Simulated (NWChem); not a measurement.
# AgCl (silver chloride): SVWN5/def2-QZVPD (core potential)

Aim: the electronic atomisation energy of AgCl (silver chloride) at SVWN5/def2-QZVPD (core potential), from 3 runs. 

Program for the calculation: NWChem 7.3.0.

## 1. The system as given

AgCl: 2 atoms, total charge 0, spin state singlet. SMILES: `[Cl][Ag]`. The shape is that of a PBE0-D4/def2-TZVP optimisation.

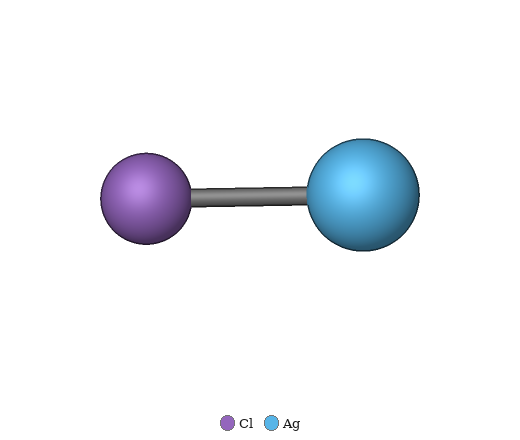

The structure, seen from a chosen angle (chlorine purple, silver blue).

## 2. The energy at SVWN5/def2-QZVPD (core potential)

Contents of agcl.nw:

```
start agcl
title "AgCl SVWN5"
memory 2200 mb
charge 0

geometry units angstroms noautosym nocenter noautoz
 Cl     0.987600    -0.377500     0.491000
 Ag    -0.958100     0.317400    -0.487000
end

basis spherical bse
 * library def2-QZVPD
end

ecp bse
 Ag library def2-QZVPD
end

dft
 xc slater vwn_5
 grid fine
 convergence energy 1e-08
 maxiter 100
 mulliken
 noprint "final vectors analysis"
end

task dft energy
```

The run is started by

```bash
$ nwchem agcl.nw > agcl.out
```

Log:

```text
[...]
          Wavefunction type:  closed shell.
          No. of atoms     :     2
          No. of electrons :    36
[...]
          Charge           :     0
          Spin multiplicity:     1
[...]
          AO basis - number of functions:   151
[...]
              XC Information
              --------------
                        Slater Exchange Functional  1.000 local
                      VWN V Correlation Functional  1.000 local
[...]
 d= 0,ls=0.0,diis     1   -605.4125241817 -6.80D+02  8.55D-03  4.35D+00     4.6
[...]
 d= 0,ls=0.0,diis    12   -605.5200823643 -5.02D-09  8.64D-08  4.59D-10    42.4
         Total DFT energy =     -605.520082364340
      One electron energy =    -1045.590818085326
           Coulomb energy =      405.856861929061
    Exchange-Corr. energy =      -40.560987218168
 Nuclear repulsion energy =       74.774861010093
[...]
      Total Density - Mulliken Population Analysis
     ---------------------------------------------
    Atom       Charge   Shell Charges
 -----------   ------   -------------------------------------------------------
    1 Cl  17    17.45   1.64  0.00  0.30  0.30  1.04  0.65  0.47  1.10  0.47  0.00  5.87 -0.07  0.78  1.78  2.25  0.78  0.03  0.00  0.00  0.01  0.02  0.00  0.00  0.01  0.00
    2 Ag  19    18.55  -0.02 -0.39  1.57  0.81  0.34  0.14  0.05  4.94  0.98  0.16  0.06 -0.00  4.13  3.40  1.98  0.39  0.00  0.00  0.01  0.00
[...]
```

Wall time 43 s (1 thread of Intel Xeon 6975P-C (Granite Rapids), shared host); peak memory 0.14 GiB.

## 3. The Ag atom

Contents of geom.nw:

```
start geom
title "Ag"
memory 2200 mb

geometry units angstrom noautosym nocenter noautoz
 Ag     0.000000     0.000000     0.000000
end

basis spherical bse
 * library def2-QZVPD
end

ecp bse
 Ag library def2-QZVPD
end

dft
 xc slater vwn_5
 mult 2
 grid fine
 convergence energy 1e-08
 maxiter 100
 mulliken
 print low
end

task dft energy
```

Run the same way, it converges to -146.71224 Eh (log not shown).

## 4. The Cl atom

Contents of cl.nw:

```
start cl
title "Cl energy"
memory total 2200 mb
geometry units au noautosym nocenter noautoz
   Cl     0.00000000     0.00000000     0.00000000
end
basis "ao basis" spherical bse
   Cl library def2-QZVPD
end
dft
   xc slater vwn_5
   mult 2
   grid fine
   convergence energy 1e-08
   maxiter 100
   mulliken
   print low
end
task dft energy
```

Run the same way, it converges to -458.66935 Eh (log not shown).

## 5. Results

At SVWN5/def2-QZVPD (core potential):

```
                     quantity          value
       molecule: total energy  -605.52008 Eh
      molecule: dipole moment         4.75 D
        Ag atom: total energy  -146.71224 Eh
                Ag atom: ⟨S²⟩          0.751
        Cl atom: total energy  -458.66935 Eh
                Cl atom: ⟨S²⟩          0.752
electronic atomisation energy       3.769 eV
```

**Reading.** Taking the molecule apart into free atoms costs 3.77 eV (87 kcal/mol), before zero-point energy and without spin-orbit coupling.
